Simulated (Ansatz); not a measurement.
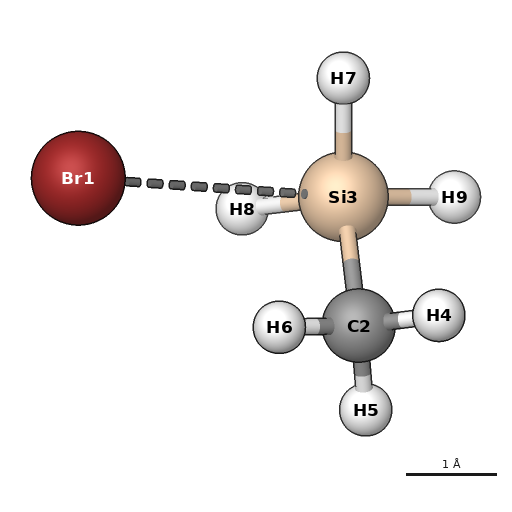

Two molecules or ions; the broken line marks their closest contact (measured against van der Waals radii). Charge −1, singlet. Computed geometry: PBE0-D4/def2-TZVPD optimisation. Program: Ansatz 0.2.0.

Which two species are they?

Answer. Br and CH6Si (`C[SiH3].[Br-]`).

How long is the contact?

Answer. Br1···Si3 is 3.52 Å.

Give the counterpoise-corrected interaction energy (kJ/mol, monomers kept as in the pair) with CCSD(T)/CBS (MP2 limit from def2-TZVPPD and def2-QZVPPD plus CCSD(T) − MP2); RHF-CCSD(T) (frozen core)/def2-TZVPPD.

```
                                                                      level  interaction energy (kJ/mol)
CCSD(T)/CBS (MP2 limit from def2-TZVPPD and def2-QZVPPD plus CCSD(T) − MP2)                        −35.6
                                      RHF-CCSD(T) (frozen core)/def2-TZVPPD                        −30.9
```
